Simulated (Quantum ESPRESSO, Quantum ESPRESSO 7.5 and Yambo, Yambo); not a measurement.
# A GW chain in Yambo: MgH2 (P4_2/mnm)

How does a plane-wave GW calculation on MgH2 (P4_2/mnm) run from the first input to the gap?

Method: PBE and many-body steps on it, plane waves, in Quantum ESPRESSO 7.5 and Yambo 5.3.0.

**Experimental background.**

- Gap 5.6 ± 0.1 eV: optical band gap from transmission onset (total and diffuse); optical transmission and ellipsometry; 300 K; film (polycrystalline Pd-capped film on quartz, hydrogenated at 100 bar and 100 C, measured in 1 bar H2) (“Optical properties of MgH2 measured in situ in a novel gas cell for ellipsometry/spectrophotometry”, 2003, arxiv:cond-mat/0305418).

Report form: the programs' logs are mostly left out.

## (1) Starting point

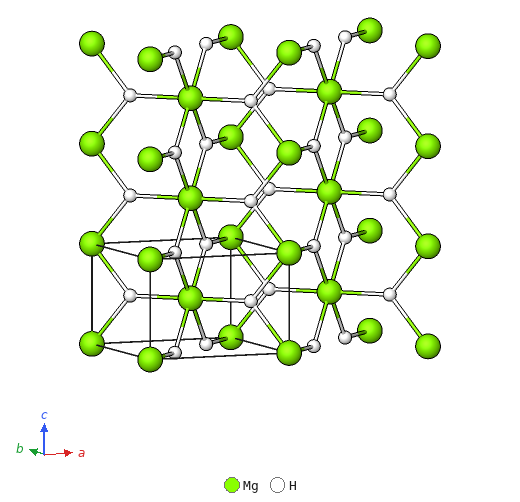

The cell as given, slightly off an axis (magnesium green, hydrogen white). 2×1×3 cells are drawn. Some periodic images of atoms are drawn too.

The cell and positions come from the Crystallography Open Database and are kept as given unless a step says otherwise.

## (2) Ground state

This step: Quantum ESPRESSO 7.5; DFT, PBE, plane waves, norm-conserving pseudopotentials.

The ground-state density comes first.

The input, pw.in:

```
&control
  calculation = 'scf'
  prefix = 'x'
  outdir = 'o'
  pseudo_dir = 'pseudo'
/
&system
  ibrav = 0
  nat = 6
  ntyp = 2
  ecutwfc = 76.0
  nbnd = 19
  force_symmorphic = .true.
/
&electrons
  conv_thr = 1e-10
  electron_maxstep = 80
  mixing_beta = 0.5
/
ATOMIC_SPECIES
  Mg 24.305 Mg.upf
  H 1.008 H.upf
CELL_PARAMETERS angstrom
  4.5168000000 0.0000000000 0.0000000000
  0.0000000000 4.5168000000 0.0000000000
  0.0000000000 0.0000000000 3.0205000000
ATOMIC_POSITIONS crystal
  Mg 0.0000000000 0.0000000000 0.0000000000
  Mg 0.5000000000 0.5000000000 0.5000000000
  H 0.3060000000 0.3060000000 0.0000000000
  H 0.1940000000 0.8060000000 0.5000000000
  H 0.6940000000 0.6940000000 0.0000000000
  H 0.8060000000 0.1940000000 0.5000000000
K_POINTS automatic
  4 4 6 0 0 0
```

Command:

```sh
$ OMP_NUM_THREADS=1 mpirun -n 4 pw.x -nk 4 -in pw.in > pw.out
```

It took 7.1 s on 4 MPI ranks of Arm Neoverse V1, shared host; peak memory 0.29 GiB.

This step gave:

| Quantity | Value |
| --- | --- |
| total energy | -3297.0490 eV |
| gap | 3.895 eV |
| k of the valence top | 0, 0.25, 0 |
| k of the conduction bottom | -0.5, -0.5, -0.5 |
| least direct gap | 4.666 eV |

The gap is indirect, with the least direct gap 0.77 eV higher.

## (3) Bands along the symmetry lines

Levels along a band path, at the cheap level, show where the edges lie and whether the meshes to come will hold them.

The input, pw.in:

```
&control
  calculation = 'bands'
  prefix = 'x'
  outdir = 'o'
  pseudo_dir = 'pseudo'
/
&system
  ibrav = 0
  nat = 6
  ntyp = 2
  ecutwfc = 76.0
  nbnd = 18
  force_symmorphic = .true.
/
&electrons
  conv_thr = 1e-9
  electron_maxstep = 80
  diago_full_acc = .true.
  diago_thr_init = 5e-6
/
ATOMIC_SPECIES
  Mg 24.305 Mg.upf
  H 1.008 H.upf
CELL_PARAMETERS angstrom
  4.5168000000 0.0000000000 0.0000000000
  0.0000000000 4.5168000000 0.0000000000
  0.0000000000 0.0000000000 3.0205000000
ATOMIC_POSITIONS crystal
  Mg 0.0000000000 0.0000000000 0.0000000000
  Mg 0.5000000000 0.5000000000 0.5000000000
  H 0.3060000000 0.3060000000 0.0000000000
  H 0.1940000000 0.8060000000 0.5000000000
  H 0.6940000000 0.6940000000 0.0000000000
  H 0.8060000000 0.1940000000 0.5000000000
K_POINTS crystal
  75
  0.00000000 0.00000000 0.00000000 1
  0.00000000 0.06250000 0.00000000 1
  0.00000000 0.12500000 0.00000000 1
  0.00000000 0.18750000 0.00000000 1
  0.00000000 0.25000000 0.00000000 1
  0.00000000 0.31250000 0.00000000 1
  0.00000000 0.37500000 0.00000000 1
  0.00000000 0.43750000 0.00000000 1
  0.00000000 0.50000000 0.00000000 1
  0.06250000 0.50000000 0.00000000 1
  0.12500000 0.50000000 0.00000000 1
  0.18750000 0.50000000 0.00000000 1
  0.25000000 0.50000000 0.00000000 1
  0.31250000 0.50000000 0.00000000 1
  0.37500000 0.50000000 0.00000000 1
  0.43750000 0.50000000 0.00000000 1
  0.50000000 0.50000000 0.00000000 1
  0.43750000 0.43750000 0.00000000 1
  0.37500000 0.37500000 0.00000000 1
  0.31250000 0.31250000 0.00000000 1
  0.25000000 0.25000000 0.00000000 1
  0.18750000 0.18750000 0.00000000 1
  0.12500000 0.12500000 0.00000000 1
  0.06250000 0.06250000 0.00000000 1
  0.00000000 0.00000000 0.00000000 1
  0.00000000 0.00000000 0.06250000 1
  0.00000000 0.00000000 0.12500000 1
  0.00000000 0.00000000 0.18750000 1
  0.00000000 0.00000000 0.25000000 1
  0.00000000 0.00000000 0.31250000 1
  0.00000000 0.00000000 0.37500000 1
  0.00000000 0.00000000 0.43750000 1
  0.00000000 0.00000000 0.50000000 1
  0.00000000 0.06250000 0.50000000 1
  0.00000000 0.12500000 0.50000000 1
  0.00000000 0.18750000 0.50000000 1
  0.00000000 0.25000000 0.50000000 1
  0.00000000 0.31250000 0.50000000 1
  0.00000000 0.37500000 0.50000000 1
  0.00000000 0.43750000 0.50000000 1
  0.00000000 0.50000000 0.50000000 1
  0.06250000 0.50000000 0.50000000 1
  0.12500000 0.50000000 0.50000000 1
  0.18750000 0.50000000 0.50000000 1
  0.25000000 0.50000000 0.50000000 1
  0.31250000 0.50000000 0.50000000 1
  0.37500000 0.50000000 0.50000000 1
  0.43750000 0.50000000 0.50000000 1
  0.50000000 0.50000000 0.50000000 1
  0.43750000 0.43750000 0.50000000 1
  0.37500000 0.37500000 0.50000000 1
  0.31250000 0.31250000 0.50000000 1
  0.25000000 0.25000000 0.50000000 1
  0.18750000 0.18750000 0.50000000 1
  0.12500000 0.12500000 0.50000000 1
  0.06250000 0.06250000 0.50000000 1
  0.00000000 0.00000000 0.50000000 1
  0.00000000 0.50000000 0.00000000 1
  0.00000000 0.50000000 0.06250000 1
  0.00000000 0.50000000 0.12500000 1
  0.00000000 0.50000000 0.18750000 1
  0.00000000 0.50000000 0.25000000 1
  0.00000000 0.50000000 0.31250000 1
  0.00000000 0.50000000 0.37500000 1
  0.00000000 0.50000000 0.43750000 1
  0.00000000 0.50000000 0.50000000 1
  0.50000000 0.50000000 0.00000000 1
  0.50000000 0.50000000 0.06250000 1
  0.50000000 0.50000000 0.12500000 1
  0.50000000 0.50000000 0.18750000 1
  0.50000000 0.50000000 0.25000000 1
  0.50000000 0.50000000 0.31250000 1
  0.50000000 0.50000000 0.37500000 1
  0.50000000 0.50000000 0.43750000 1
  0.50000000 0.50000000 0.50000000 1
```

Wall time 5.8 s (4 MPI ranks); peak memory 0.23 GiB; 23 s of CPU time.

This step gave:

* gap: 3.756 eV
* k of the valence top: 0, 0.25, 0
* k of the conduction bottom: 0.375, 0.375, 0.5
* least direct gap: 4.523 eV

The gap is 3.756 eV, −0.139 eV from the run before at this level.

The electronic bands at the labelled points (eV, zero at the top of the highest filled band):

| point | band 9 | band 10 | band 11 | band 12 | band 13 | band 14 | band 15 | band 16 |
| --- | --- | --- | --- | --- | --- | --- | --- | --- |
| Γ | -6.37 | -1.38 | -1.38 | -0.44 | 4.81 | 5.15 | 9.16 | 9.16 |
| X | -4.76 | -4.76 | -0.45 | -0.45 | 5.38 | 5.38 | 10.13 | 10.13 |
| M | -3.71 | -3.71 | -2.65 | -2.65 | 9.11 | 9.11 | 9.16 | 9.16 |
| Γ | -6.37 | -1.38 | -1.38 | -0.44 | 4.81 | 5.15 | 9.16 | 9.16 |
| Z | -2.96 | -2.96 | -0.02 | -0.02 | 6.29 | 6.29 | 6.86 | 6.86 |
| R | -2.23 | -2.23 | -1.01 | -1.01 | 5.20 | 5.20 | 6.87 | 6.87 |
| A | -1.85 | -1.85 | -0.87 | -0.87 | 3.90 | 3.90 | 4.24 | 4.24 |
| Z | -2.96 | -2.96 | -0.02 | -0.02 | 6.29 | 6.29 | 6.86 | 6.86 |
| jump to X | -4.76 | -4.76 | -0.45 | -0.45 | 5.38 | 5.38 | 10.13 | 10.13 |
| R | -2.23 | -2.23 | -1.01 | -1.01 | 5.20 | 5.20 | 6.87 | 6.87 |
| jump to M | -3.71 | -3.71 | -2.65 | -2.65 | 9.11 | 9.11 | 9.16 | 9.16 |
| A | -1.85 | -1.85 | -0.87 | -0.87 | 3.90 | 3.90 | 4.24 | 4.24 |

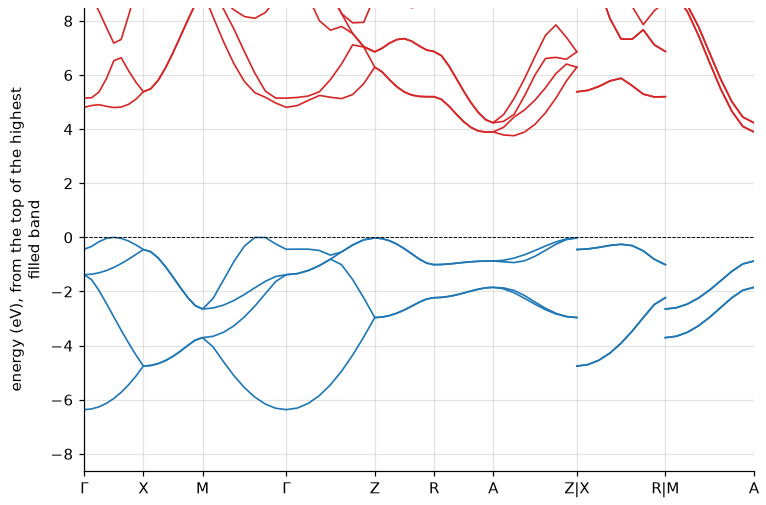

Electronic bands along the path; lines of filled and empty bands in two colours.

## (4) Empty states on the mesh, 4×4×4 mesh, 407 bands

The sums over transitions need many empty states on a uniform mesh; this step solves for them.

The input, pw.in:

```
&control
  calculation = 'nscf'
  prefix = 'x'
  outdir = 'o'
  pseudo_dir = 'pseudo'
/
&system
  ibrav = 0
  nat = 6
  ntyp = 2
  ecutwfc = 76.0
  nbnd = 407
  force_symmorphic = .true.
/
&electrons
  conv_thr = 1e-9
  electron_maxstep = 80
  diago_full_acc = .true.
  diago_thr_init = 5e-6
/
ATOMIC_SPECIES
  Mg 24.305 Mg.upf
  H 1.008 H.upf
CELL_PARAMETERS angstrom
  4.5168000000 0.0000000000 0.0000000000
  0.0000000000 4.5168000000 0.0000000000
  0.0000000000 0.0000000000 3.0205000000
ATOMIC_POSITIONS crystal
  Mg 0.0000000000 0.0000000000 0.0000000000
  Mg 0.5000000000 0.5000000000 0.5000000000
  H 0.3060000000 0.3060000000 0.0000000000
  H 0.1940000000 0.8060000000 0.5000000000
  H 0.6940000000 0.6940000000 0.0000000000
  H 0.8060000000 0.1940000000 0.5000000000
K_POINTS automatic
  4 4 4 0 0 0
```

The job ended after 3.3 min (4 MPI ranks; peak memory 0.9 GiB; 13 min of CPU time).

This step gave:

- gap: 3.895 eV
- k of the valence top: 0, 0.25, 0
- k of the conduction bottom: -0.5, -0.5, -0.5
- least direct gap: 4.666 eV
- k points computed: 21
- lowest point of the top converged band, above the valence top: 191.7577 eV

On this mesh the gap is 3.895 eV.

## (5) Conversion and set-up

This step: Yambo 5.3.0; conversion and set-up on PBE, plane waves, norm-conserving pseudopotentials.

The states are converted to the many-body program's format and the q mesh is built.

Command:

```sh
$ (cd o/x.save; p2y > p2y.log; mv SAVE ../..); yambo > setup.log
```

The job ended after 2.4 s (1 MPI rank; peak memory 0.25 GiB).

## (6) Screening and self-energy, 4×4×4 mesh, 173 bands, screening to 176.9 eV

G0W0 replaces the xc potential by the self-energy, built once from these orbitals. Only a window of levels is corrected, while the sums run over the empty bands that the input names.

This step: G0W0 on PBE, plane waves, norm-conserving pseudopotentials.

The input, gw2.in:

```
HF_and_locXC
gw0
dyson
ppa
em1d
rim_cut
RandQpts= 1000000
RandGvec= 1 RL
EXXRLvcs= 76 Ry
VXCRLvcs= 304 Ry
Chimod= "HARTREE"
% BndsRnXp
 1 | 173 |
%
NGsBlkXp= 13 Ry
% LongDrXp
 1 | 1 | 1 |
%
% GbndRnge
 1 | 173 |
%
DysSolver= "n"
ExtendOut
PPAPntXp= 27.21138 eV
% QPkrange
 4 | 4 | 11 | 14 |
 18 | 18 | 11 | 14 |
 21 | 21 | 11 | 14 |
 1 | 1 | 11 | 14 |
%
```

Command:

```sh
$ OMP_NUM_THREADS=2 mpirun -n 2 yambo -F gw2.in -J gw2 -C gw2 > gw2.log
```

It took 7.2 min on 2 MPI ranks; peak memory 1.2 GiB; 27 min of CPU time.

Numbers from this step:

| Property | Result |
| --- | --- |
| G0W0 gap on the mesh | 5.955 eV |
| starting gap on the mesh | 3.895 eV |
| k of the valence top | 0, 0.25, 0 |
| k of the conduction bottom | -0.5, -0.5, -0.5 |
| least direct G0W0 gap on the computed points | 6.762 eV |
| Z at the valence top | 0.7866 |
| Z at the conduction bottom | 0.8244 |

The gap on the mesh goes from 3.90 eV to 5.96 eV, a correction of +2.06 eV.

Limits: finite bands, cutoff and mesh; coarse k mesh. v1 is the top filled band, c1 the lowest empty one. Levels before and after the correction, in eV, zero at the valence-band top of each column:

|  | conduction bottom | valence top |
| --- | --- | --- |
| Kohn-Sham | 3.90 | 0.00 |
| G0W0 | 5.96 | 0.00 |

|  | level | energy (eV) |
| --- | --- | --- |
| Kohn-Sham | (0 0.25 0) v2 | -1.111 |
| Kohn-Sham | (0 0.25 0) v1 | 0.000 |
| Kohn-Sham | (0 0.25 0) c1 | 4.798 |
| Kohn-Sham | (0 0.25 0) c2 | 6.524 |
| Kohn-Sham | (-0.5 -0.5 -0.5) v2 | -0.874 |
| Kohn-Sham | (-0.5 -0.5 -0.5) v1 | -0.874 |
| Kohn-Sham | (-0.5 -0.5 -0.5) c1-c2 | 3.895 |
| G0W0 | (0 0.25 0) v2 | -1.195 |
| G0W0 | (0 0.25 0) v1 | 0.000 |
| G0W0 | (0 0.25 0) c1 | 6.789 |
| G0W0 | (0 0.25 0) c2 | 8.501 |
| G0W0 | (-0.5 -0.5 -0.5) v2 | -0.978 |
| G0W0 | (-0.5 -0.5 -0.5) v1 | -0.973 |
| G0W0 | (-0.5 -0.5 -0.5) c1-c2 | 5.955 |

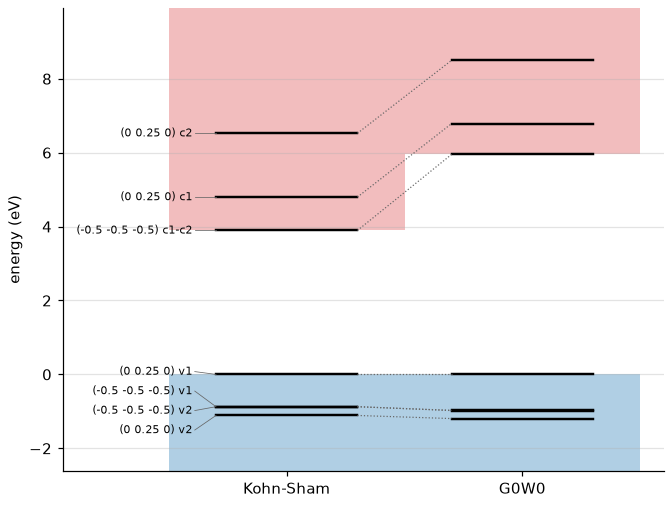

Levels before and after the correction. Shaded: valence and conduction bands.

## (7) Where the time went

Times are wall times on the hardware named with each run, good to a factor of about two.

| step | time | share | memory (GiB) |
| --- | --- | --- | --- |
| ground state | 7.1 s | 1 % | 0.29 |
| bands along the symmetry lines | 5.8 s | 1 % | 0.23 |
| empty states on the mesh | 3.3 min | 31 % | 0.9 |
| conversion and set-up | 2.4 s | 0 % | 0.25 |
| screening and self-energy | 7.2 min | 67 % | 1.2 |

## (8) Outcome

```yaml
pbe_gap: 3.76 eV, indirect
g0w0_gap_on_the_mesh: 5.96 eV
g0w0_gap_over_the_zone_rigid_shift: 5.82 eV
gw_settings: 4×4×4 mesh, 173 bands, screening to 176.9 eV, Godby-Needs plasmon pole
known_limits: not at the basis limit; coarse k mesh
```

What this shows: G0W0 moves the gap on the mesh from 3.90 eV to 5.96 eV (+2.06 eV), with Z of 0.79 and 0.82 at the edges. The mesh misses the band edges by 0.14 eV in all; a rigid shift gives 5.82 eV for the zone. The dearest step here is «screening and self-energy». Against experiment, by G0W0@PBE: the gap of 5.82 eV lies +0.22 eV from the measured 5.6 ± 0.1 eV (optical, 300 K, 2003). An exciton line or allowed optical edge lies below the quasiparticle gap by the binding energy; a forbidden edge can push the onset above it. The calculation has static nuclei and no excitons; a measured gap holds zero-point and thermal motion, which mostly lowers it. Bands and cutoff are finite, so the gap is not at the basis limit. The miss can reach some tenths of an eV and take either sign; the mesh is an error of its own. A denser mesh or path gives a starting gap of 3.76 eV: the GW mesh misses a band edge, so its gaps are not the fundamental one. The 4×4×4 mesh is coarse for this cell, which bears on the long-range parts of exchange and screening.

[Paths, hosts, dates, memory and timing lines, banners, echoed tables and standing remarks are left out of the program output.]

[Logs are printed without paths, hosts, clocks, repeated set-up lines and the standing remarks that a program may print on its own settings, such as how far it seeks lower states.]

[Runs of the session that timed out or met a known fault of the program may be left out.]

[Hosts, paths, dates, database ids (printed as entryN), source tags and the programs' standing remarks are cut or masked in the printed files.]
